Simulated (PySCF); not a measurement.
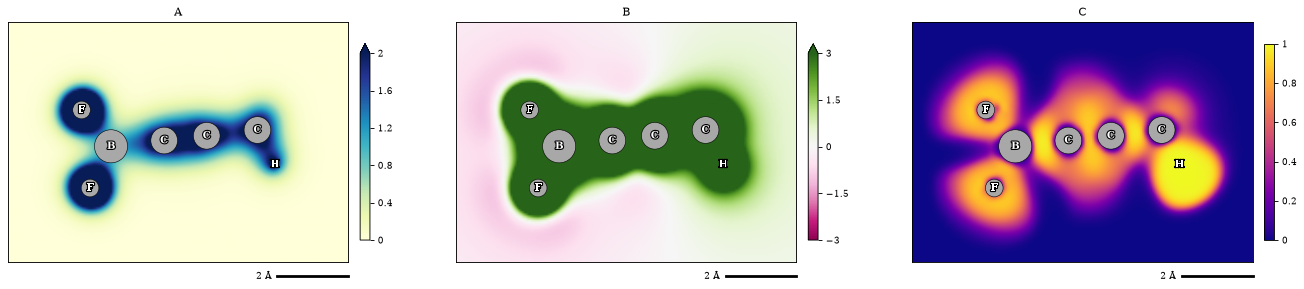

C3H3BF2 (SMILES CC#CB(F)F): 3 fields on the plane of atoms C2, C1 and H8, with unlabelled colour scales. Grey discs cover the atomic cores.

Geometry: GFN2-xTB.

Theory: PBE0/pcSseg-1, SCF density, gas phase, non-relativistic (PySCF 2.14.0).

Question: The panels show electron density, electron localisation function and electrostatic potential in some order. Assign them.

Answer: Panel A: electron density. Panel B: electrostatic potential (strongly positive close to the atoms, with negative regions outside electron-rich atoms). Panel C: electron localisation function. From the grid: C–C (1.21 Å): ρ is about 2.7 e/Å³ halfway; the ELF peaks at about 0.85 between the atoms; a short, multiple covalent bond. B–F (1.32 Å): ρ is about 2.2 e/Å³ halfway; the ELF peaks at about 0.85 between the atoms; a shared but strongly polarised pair.
